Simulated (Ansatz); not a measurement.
# A computed series for HfC: pressure series

Start from HfC in the rock salt structure (space group Fm-3m, No. 225; a = 4.641 Å).

Cell and atoms are relaxed at each pressure.

Level of theory: Kohn–Sham DFT with the r2SCAN functional, run in Ansatz (a first-principles code) with PAW and 500 eV plane waves, no spin-orbit coupling.

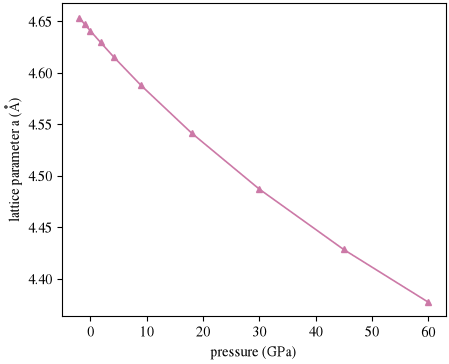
Figure. Lattice parameter a against pressure

```tsv
pressure (GPa)	lattice parameter a
-2	4.654 Å
-1	4.647 Å
1.8	4.630 Å
4.2	4.615 Å
9	4.588 Å
18	4.542 Å
30	4.487 Å
45	4.429 Å
60	4.378 Å
```

Load acts through the strain it causes; cell and atoms are relaxed under it. Whether these cells are dynamically stable was not tested. No other phases were tried under pressure. The final runs are not spin-polarised.
